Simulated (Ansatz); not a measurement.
The calculation's input:

```
crystal:
  periodic: [false, false, false]
  atoms:
    - {symbol: Al, position_ang: [-0.173927, -0.693385, 0.312321]}
    - {symbol: Cl, position_ang: [-0.651861, 1.594140, -0.556401]}
    - {symbol: F, position_ang: [-1.113226, -1.536571, -0.735242]}
    - {symbol: F, position_ang: [-0.716618, -0.473966, 1.844631]}
    - {symbol: H, position_ang: [0.600781, 1.759264, -0.817009]}
    - {symbol: Br, position_ang: [2.054852, -0.649481, -0.048401]}
basis:
  gaussian: {orbitals: def2-TZVPP}
hamiltonian: {xc: pbe0, dispersion: d4}
output: {orbitals: {seedname: orbitals}}
```

Launched as:

```sh
ansatz run in.yaml --threads 4 --pin off --events-out ev --progress --plain --max-ram 9574MiB
```

The product side of a reaction path; geometry: PBE0-D4/def2-TZVP.

Method: Ansatz 0.2.0, RKS PBE0-D4/def2-TZVPP.

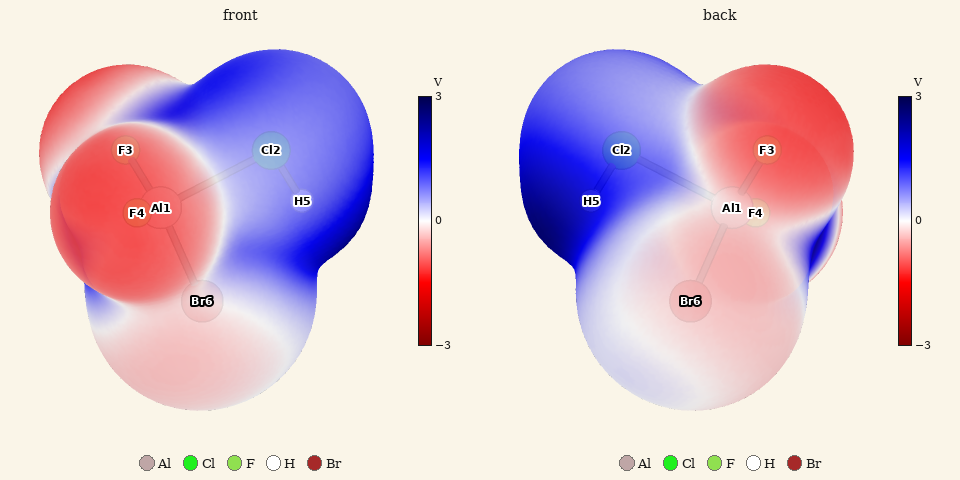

AlBrClF2H. The electrostatic potential painted on the density surface at 0.001 e/bohr³, seen from the front and from behind; the colour scale runs from red (negative) to blue (positive).

**Where is the surface potential most negative and most positive?**

The most negative region (about −1.1 V) lies over F3 and F4, the most positive (about +2.6 V) over H5.
